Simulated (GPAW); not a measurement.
# CdBr2 (R-3m): G0W0 on several meshes in GPAW

How does the mesh move the gap of CdBr2 (R-3m)?

Main program and level: GPAW 26.7.0; LDA and many-body steps on it, plane waves.

The database entry behind the starting cell has ideal inner coordinates that were not refined, so it need not match the best structure at ambient conditions.

**1. Set-up**

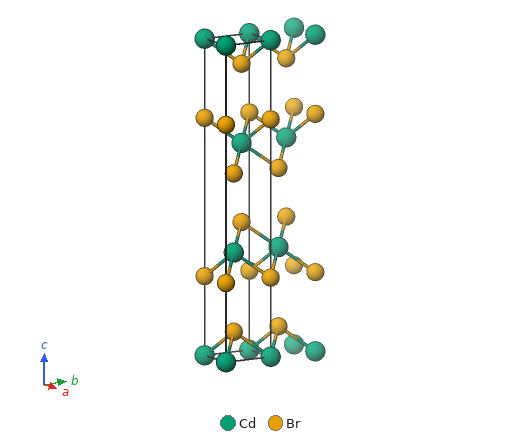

Start, viewed slightly off an axis; cadmium teal, bromine orange. 1×2×1 cells are drawn. This picture shows the conventional cell, with its axes. Bonds to atoms that aren't drawn are left out. Some periodic images of atoms are drawn too.

Coordinates:

```cif
data_structure
_symmetry_space_group_name_H-M 'R-3m:H'
_symmetry_Int_Tables_number 166
_cell_length_a 3.9500
_cell_length_b 3.9500
_cell_length_c 18.6700
_cell_angle_alpha 90.000
_cell_angle_beta 90.000
_cell_angle_gamma 120.000
_cell_volume 252.27
loop_
_atom_site_label
_atom_site_type_symbol
_atom_site_symmetry_multiplicity
_atom_site_Wyckoff_symbol
_atom_site_fract_x
_atom_site_fract_y
_atom_site_fract_z
_atom_site_occupancy
Cd1 Cd 3 a 0.00000 0.00000 0.00000 1
Br1 Br 6 c 0.33333 0.66667 0.91667 1
```

The cell and positions come from the Crystallography Open Database and are kept as given unless a step says otherwise.

**2. Empty states on the mesh, 4×4×4 mesh, 200 bands**

This step: GPAW 26.7.0; DFT, LDA, plane waves, PAW.

The sums over transitions need many empty states on a uniform mesh; this step solves for them.

run.py reads:

```python
import json
import numpy as np
from gpaw.mpi import world
from gpaw import GPAW

calc = GPAW('gs.gpw').fixed_density(kpts={'size': (4, 4, 4), 'gamma': True},
    parallel={'domain': 1, 'band': 1},
    txt='nscf.txt')
calc.diagonalize_full_hamiltonian(nbands=200)
calc.write('full.gpw', mode='all')
res = {}
kpts = calc.get_ibz_k_points()
res['kpts'] = kpts
res['eigenvalues'] = [calc.get_eigenvalues(kpt=k) for k in range(len(kpts))]
res['n_electrons'] = calc.get_number_of_electrons()

if world.rank == 0:
    with open('result.json', 'w') as f:
        json.dump(res, f, default=lambda x: x.tolist())
```

The run is started by

```bash
$ mpirun -n 4 gpaw python run.py
```

Numbers of over 12 decimals in the logs are rounded to 6 here.

What it wrote:

```text
Diagonalizing LCAO Hamiltonian
Converting LCAO to pw mode
convergence criteria:
- Maximum integral of absolute [eigenst]ate change: 4e-08 eV^2 / valence electron
maximum number of iterations: 100

SCF iterations
|iter     |     time |      energy | eigst |  dens |
|iter:   1|  |             | +0.48 |       |
|iter:   2|  |             | -0.84 |       |
|iter:   3|  |             | -1.91 |       |
[...]
|iter:   7|  |             | -5.91 |       |
|iter:   8|  |             | -6.86 |       |
|iter:   9|  |             | -7.68c|       |
SCF steps: 9
  __  _  _
 | _ |_)|_||  |
 |__||  | ||/\| - 26.7.0

Input parameters:
  mode=PW(ecut=450.000000),
  convergence={'density': 1e-06, 'bands': -3},
  gpts=array([35, 35, 35]),
  kpts=MonkhorstPack(size=(4, 4, 4), gamma=True),
  maxiter=100,
  nbands=20,
  occupations=Occupations(name='fermi-dirac', width=0.001, fixmagmom=False),
  parallel={'domain': 1, 'band': 1},
  xc=XC(name='LDA')
Matrix size: 1830x1830
# Writing to full.gpw (mode='all')
  [... matrices ...]

timing:  # [seconds]
  Total: 33.543  # ━━━━━━━━━━━━━━━━━━━━━━━━━━━━━━━━━━━━━━━━━━━━━━━━━━━━━━━━━━
```

Wall time 42 s (4 MPI ranks of Arm Neoverse V1, shared host); peak memory 1.8 GiB; 2.8 min of CPU time.

This step gave:

| Item | Value |
| --- | --- |
| gap | 2.584 eV |
| k of the valence top | 0.5, 0.5, 0 |
| k of the conduction bottom | 0, 0, 0 |
| least direct gap | 2.734 eV |
| k points computed | 13 |
| lowest point of the top converged band, above the valence top | 92.4631 eV |

On this mesh the gap is 2.584 eV.

**3. 4×4×4**

Now the one-shot GW correction: screening in the RPA, then the self-energy of the levels asked for.

This step: G0W0 on LDA, plane waves, PAW.

run.py reads:

```python
import json
import numpy as np
from gpaw.mpi import world
from gpaw.response.g0w0 import G0W0

gw = G0W0('full.gpw',
    filename='gw',
    kpts=[0, 10],
    bands=(11, 15),
    ecut=60,
    nbands=88,
    integrate_gamma='WS',
    ppa=True)
gw.calculate()
res = {mode: {k: v for k, v in r.items() if k != 'sigma_eskwn'}
       for mode, r in gw.all_results.items()}

if world.rank == 0:
    with open('result.json', 'w') as f:
        json.dump(res, f, default=lambda x: x.tolist())
```

The run is started by

```bash
$ mpirun -n 4 gpaw python run.py
```

What it wrote:

```text
Using integrator: PointIntegrator
FrequencyGridDescriptor(from 0.000+0.000j to 0.000+27.211j eV, 2 points)
Nonperiodic BCs:  [False False False]
Using integrator: PointIntegrator
FrequencyGridDescriptor(from 0.000+0.000j to 0.000+27.211j eV, 2 points)
Nonperiodic BCs:  [False False False]
  ___  _ _ _
 |   || | | |
 | | || | | |
 |__ ||_____|
 |___|

BZ k-points: Symmetries present (total): 12

  [... matrices ...]
64 k-points: 4 x 4 x 4 Monkhorst-Pack grid + [1/8,1/8,1/8]
13 k-points in the irreducible part of the Brillouin zone
       k-points in crystal coordinates                weights
   0:     0.00000000    0.00000000    0.00000000          1/64
   1:     0.25000000    0.00000000   -0.25000000          6/64
   2:     0.25000000    0.00000000    0.00000000          6/64
   3:     0.25000000    0.25000000   -0.25000000          6/64
   4:     0.25000000    0.25000000    0.00000000          6/64
   5:     0.25000000    0.25000000    0.25000000          2/64
   6:     0.50000000    0.00000000    0.00000000          3/64
   7:     0.50000000    0.25000000   -0.25000000          6/64
   8:     0.50000000    0.25000000    0.00000000         12/64
   9:     0.50000000    0.25000000    0.25000000          6/64
          ...
  12:     0.50000000    0.50000000    0.50000000          1/64

Distributing spins, k-points and bands (1 x 2 x 4) over 4 processes
Number of blocks: 1

Quasi particle states:
k-points (IBZ indices): [0, 10]
Band range: (11, 15)
  [... matrices ...]
Computational parameters:
Plane wave cut-off: 60 eV
Number of bands: 88
Coulomb cutoff: None
Broadening: 0.1 eV

fxc modes: GW
Kernel: RPA
Using Godby-Needs plasmon-pole approximation:
  Fitting energy: i*E0, E0 = 1.000 Hartree
Summing all q:

Calculating screened Coulomb potential
No Coulomb truncation
FrequencyGridDescriptor(from 0.000+0.000j to 0.000+27.211j eV, 2 points)
Removing empty qpoint cache files...

Calculating chi0 body with:
    Ground state adapter containing:
    Number of spins: 1
    Number of kpoints: 64
    Number of irreducible kpoints: 13
    Number of completely occupied states: 13
    Number of partially occupied states: 13
    Occupied states memory: 8.504868 M / cpu

    Linear response parametrization:
    q_c: [0.0, 0.0, 0.0]
    Number of frequency points: 2
    Planewave cutoff: 60.0
    Number of bands: 88
    Number of planewaves: 97
    Broadening (eta): 1e-06
    comm.size: 4
    kncomm.size: 4
    blockcomm.size: 1

    Memory estimate of potentially large arrays:
        chi0_wGG: 0.287140 M / cpu
Integrating chi0 body.

Symmetries of q_c:
    Direct symmetries (Uq -> q): 12
    Indirect symmetries (TUq -> q): 0
In total 12 allowed symmetries.

  [... matrices ...]
13 groups of equivalent kpoints. 79.6875% reduction.

Integral kind: response function
Integrating chi0 head and wings.

Symmetries of q_c:
    Direct symmetries (Uq -> q): 12
    Indirect symmetries (TUq -> q): 0
In total 12 allowed symmetries.

  [... matrices ...]
13 groups of equivalent kpoints. 79.6875% reduction.

Integral kind: response function wings

Calculating chi0 body with:
    Ground state adapter containing:
    Number of spins: 1
    Number of kpoints: 64
    Number of irreducible kpoints: 13
    Number of completely occupied states: 13
    Number of partially occupied states: 13
    Occupied states memory: 8.504868 M / cpu

[... the further q-points ...]

Results:
f:      Occupation numbers
eps:     KS-eigenvalues [eV]
vxc:     KS vxc [eV]
exx:     Exact exchange [eV]
sigma:   Self-energies [eV]
dsigma:  Self-energy derivatives
Z:       Renormalization factors
qp:      QP-energies [eV]

k-point 0 (0): (0.000, 0.000, 0.000)                GW
band       f     eps     vxc     exx   sigma  dsigma       Z      qp
                                                                   GW
  11   1.000   1.510 -18.320 -21.600   2.669  -0.243   0.804   1.019
  12   1.000   1.510 -18.320 -21.600   2.669  -0.243   0.804   1.019
  13   0.000   4.244 -13.922  -9.537  -2.913  -0.199   0.834   5.472
  14   0.000   6.716 -10.632  -5.951  -3.461  -0.193   0.838   7.738

k-point 1 (10): (0.500, 0.500, 0.000)                GW
band       f     eps     vxc     exx   sigma  dsigma       Z      qp
                                                                   GW
  11   1.000   1.589 -18.329 -21.583   2.650  -0.243   0.805   1.103
  12   1.000   1.660 -18.228 -21.518   2.673  -0.243   0.805   1.164
  13   0.000   4.869 -13.614  -9.008  -3.022  -0.201   0.833   6.188
  14   0.000   7.047 -10.896  -6.225  -3.428  -0.194   0.837   8.088
```

The job ended after 2 min (4 MPI ranks; peak memory 1.8 GiB; 7.9 min of CPU time).

Numbers from this step:

```
G0W0 gap on the points computed              : 4.309 eV
least direct G0W0 gap on the computed points : 4.453 eV
Z at the valence top                         : 0.8045
Z at the conduction bottom                   : 0.8343
starting gap on the mesh                     : 2.584 eV
k of the valence top                         : 0.5, 0.5, 0
k of the conduction bottom                   : 0, 0, 0
```

The gap on the mesh goes from 2.58 eV to 4.31 eV, a correction of +1.72 eV.

**4. Empty states on the mesh, 2×2×2 mesh, 98 bands**

This step: DFT, LDA, plane waves, PAW.

run.py reads:

```python
import json
import numpy as np
from gpaw.mpi import world
from gpaw import GPAW

calc = GPAW('gs.gpw').fixed_density(kpts={'size': (2, 2, 2), 'gamma': True},
    nbands=114,
    convergence={'bands': 98},
    txt='nscf.txt')
calc.write('full.gpw', mode='all')
res = {}
kpts = calc.get_ibz_k_points()
res['kpts'] = kpts
res['eigenvalues'] = [calc.get_eigenvalues(kpt=k) for k in range(len(kpts))]
res['n_electrons'] = calc.get_number_of_electrons()

if world.rank == 0:
    with open('result.json', 'w') as f:
        json.dump(res, f, default=lambda x: x.tolist())
```

The run is started by

```bash
$ mpirun -n 4 gpaw python run.py
```

What it wrote:

```text
Diagonalizing LCAO Hamiltonian
Converting LCAO to pw mode
convergence criteria:
- Maximum integral of absolute [eigenst]ate change: 4e-08 eV^2 / valence electron
maximum number of iterations: 100

SCF iterations
|iter     |     time |      energy | eigst |  dens |
|iter:   1|  |             | +3.98 |       |
|iter:   2|  |             | +2.74 |       |
|iter:   3|  |             | +1.60 |       |
[...]
|iter:  18|  |             | -7.03 |       |
|iter:  19|  |             | -7.29 |       |
|iter:  20|  |             | -7.56c|       |
SCF steps: 20
  __  _  _
 | _ |_)|_||  |
 |__||  | ||/\| - 26.7.0

Input parameters:
  mode=PW(ecut=450.000000),
  convergence={'bands': 98},
  gpts=array([35, 35, 35]),
  kpts=MonkhorstPack(size=(2, 2, 2), gamma=True),
  maxiter=100,
  nbands=114,
  occupations=Occupations(name='fermi-dirac', width=0.001, fixmagmom=False),
  parallel={},
  xc=XC(name='LDA')
# Writing to full.gpw (mode='all')
  [... matrices ...]

timing:  # [seconds]
  Total: 0.029  # ━━━━━━━━━━━━━━━━━━━━━━━━━━━━━━━━━━━━━━━━━━━━━━━━━━━━━━━━━━━
```

Wall time 20 s (4 MPI ranks); peak memory 0.87 GiB; 82 s of CPU time.

This step gave:

| Property | Result |
| --- | --- |
| gap | 2.584 eV |
| k of the valence top | 0.5, 0.5, 0 |
| k of the conduction bottom | 0, 0, 0 |
| least direct gap | 2.734 eV |
| k points computed | 4 |
| lowest point of the top converged band, above the valence top | 52.6989 eV |

On this mesh the gap is 2.584 eV.

**5. 2×2×2**

This step: G0W0 on LDA, plane waves, PAW.

run.py reads:

```python
import json
import numpy as np
from gpaw.mpi import world
from gpaw.response.g0w0 import G0W0

gw = G0W0('full.gpw',
    filename='gw',
    kpts=[0, 2],
    bands=(11, 15),
    ecut=60,
    nbands=88,
    integrate_gamma='WS',
    ppa=True)
gw.calculate()
res = {mode: {k: v for k, v in r.items() if k != 'sigma_eskwn'}
       for mode, r in gw.all_results.items()}

if world.rank == 0:
    with open('result.json', 'w') as f:
        json.dump(res, f, default=lambda x: x.tolist())
```

The run is started by

```bash
$ mpirun -n 4 gpaw python run.py
```

What it wrote:

```text
Using integrator: PointIntegrator
FrequencyGridDescriptor(from 0.000+0.000j to 0.000+27.211j eV, 2 points)
Nonperiodic BCs:  [False False False]
Using integrator: PointIntegrator
FrequencyGridDescriptor(from 0.000+0.000j to 0.000+27.211j eV, 2 points)
Nonperiodic BCs:  [False False False]
  ___  _ _ _
 |   || | | |
 | | || | | |
 |__ ||_____|
 |___|

BZ k-points: Symmetries present (total): 12

  [... matrices ...]
8 k-points: 2 x 2 x 2 Monkhorst-Pack grid + [1/4,1/4,1/4]
4 k-points in the irreducible part of the Brillouin zone
       k-points in crystal coordinates                weights
   0:     0.00000000    0.00000000    0.00000000          1/8
   1:     0.50000000    0.00000000    0.00000000          3/8
   2:     0.50000000    0.50000000    0.00000000          3/8
   3:     0.50000000    0.50000000    0.50000000          1/8

Distributing spins, k-points and bands (1 x 2 x 4) over 4 processes
Number of blocks: 1

Quasi particle states:
k-points (IBZ indices): [0, 2]
Band range: (11, 15)
  [... matrices ...]
Computational parameters:
Plane wave cut-off: 60 eV
Number of bands: 88
Coulomb cutoff: None
Broadening: 0.1 eV

fxc modes: GW
Kernel: RPA
Using Godby-Needs plasmon-pole approximation:
  Fitting energy: i*E0, E0 = 1.000 Hartree
Summing all q:

Calculating screened Coulomb potential
No Coulomb truncation
FrequencyGridDescriptor(from 0.000+0.000j to 0.000+27.211j eV, 2 points)
Removing empty qpoint cache files...

Calculating chi0 body with:
    Ground state adapter containing:
    Number of spins: 1
    Number of kpoints: 8
    Number of irreducible kpoints: 4
    Number of completely occupied states: 13
    Number of partially occupied states: 13
    Occupied states memory: 8.504868 M / cpu

    Linear response parametrization:
    q_c: [0.0, 0.0, 0.0]
    Number of frequency points: 2
    Planewave cutoff: 60.0
    Number of bands: 88
    Number of planewaves: 97
    Broadening (eta): 1e-06
    comm.size: 4
    kncomm.size: 4
    blockcomm.size: 1

    Memory estimate of potentially large arrays:
        chi0_wGG: 0.287140 M / cpu
Integrating chi0 body.

Symmetries of q_c:
    Direct symmetries (Uq -> q): 12
    Indirect symmetries (TUq -> q): 0
In total 12 allowed symmetries.

  [... matrices ...]
4 groups of equivalent kpoints. 50.0% reduction.

Integral kind: response function
Integrating chi0 head and wings.

Symmetries of q_c:
    Direct symmetries (Uq -> q): 12
    Indirect symmetries (TUq -> q): 0
In total 12 allowed symmetries.

  [... matrices ...]
4 groups of equivalent kpoints. 50.0% reduction.

Integral kind: response function wings

Calculating chi0 body with:
    Ground state adapter containing:
    Number of spins: 1
    Number of kpoints: 8
    Number of irreducible kpoints: 4
    Number of completely occupied states: 13
    Number of partially occupied states: 13
    Occupied states memory: 8.504868 M / cpu

    Linear response parametrization:
[... the further q-points ...]

Results:
f:      Occupation numbers
eps:     KS-eigenvalues [eV]
vxc:     KS vxc [eV]
exx:     Exact exchange [eV]
sigma:   Self-energies [eV]
dsigma:  Self-energy derivatives
Z:       Renormalization factors
qp:      QP-energies [eV]

k-point 0 (0): (0.000, 0.000, 0.000)                GW
band       f     eps     vxc     exx   sigma  dsigma       Z      qp
                                                                   GW
  11   1.000   1.510 -18.320 -22.046   3.055  -0.256   0.796   0.976
  12   1.000   1.510 -18.320 -22.046   3.055  -0.256   0.796   0.976
  13   0.000   4.244 -13.922  -9.034  -3.379  -0.208   0.827   5.493
[...]
k-point 1 (2): (0.500, 0.500, 0.000)                GW
band       f     eps     vxc     exx   sigma  dsigma       Z      qp
                                                                   GW
[...]
13   0.000   4.869 -13.614  -8.790  -3.295  -0.206   0.829   6.136
  14   0.000   7.047 -10.896  -6.019  -3.681  -0.204   0.831   8.040
```

It took 12 s on 4 MPI ranks; peak memory 1.3 GiB.

Numbers from this step:

```
G0W0 gap on the points computed              : 4.249 eV
least direct G0W0 gap on the computed points : 4.517 eV
Z at the valence top                         : 0.7984
Z at the conduction bottom                   : 0.8275
starting gap on the mesh                     : 2.584 eV
k of the valence top                         : 0.5, 0.5, 0
k of the conduction bottom                   : 0, 0, 0
```

Against G0W0 in GPAW (4×4×4 mesh, 88 bands, screening to 60 eV, Godby-Needs plasmon pole), the gap moves by −0.059 eV.

**6. The runs together**

Times are wall times on 4 MPI ranks of Arm Neoverse V1, shared host, good to a factor of about two.

```
  run   mesh  bands  screening cutoff (eV)  DFT gap (eV)  gap on the mesh (eV)  direct (eV)   time
4×4×4  4×4×4     88                     60         2.584                 4.309        4.453  2 min
2×2×2  2×2×2     88                     60         2.584                 4.249        4.517   12 s
```

**7. Summary of results**

| Property | Result |
| --- | --- |
| 4×4×4 | 4.309 eV |
| 2×2×2 | 4.249 eV |
| known limits | not at the basis limit; no spin-orbit coupling; coarse k mesh |

**Reading.** 2×2×2: −0.059 eV against 4×4×4. Bands and cutoff are finite, so the gap is not at the basis limit. The miss can reach some tenths of an eV and take either sign; the mesh is an error of its own. These stock PAW sets were not made for GW; the filled d or f shell of Br lies in the frozen core, which bears on start and correction. In the G0W0 runs levels were corrected at 2 k points alone, so a gap called «on the mesh» is the least over those, and an edge elsewhere would be missed. The many-body steps are scalar-relativistic: spin-orbit coupling is not in them.

[Paths, hosts, dates, memory and timing lines, banners, echoed tables and standing remarks are left out of the program output.]

[Logs are printed without paths, hosts, clocks, repeated set-up lines and the standing remarks that a program may print on its own settings, such as how far it seeks lower states.]

[Runs of the session that timed out or met a known fault of the program may be left out.]

[Hosts, paths, dates, database ids (printed as entryN), source tags and the programs' standing remarks are cut or masked in the printed files.]
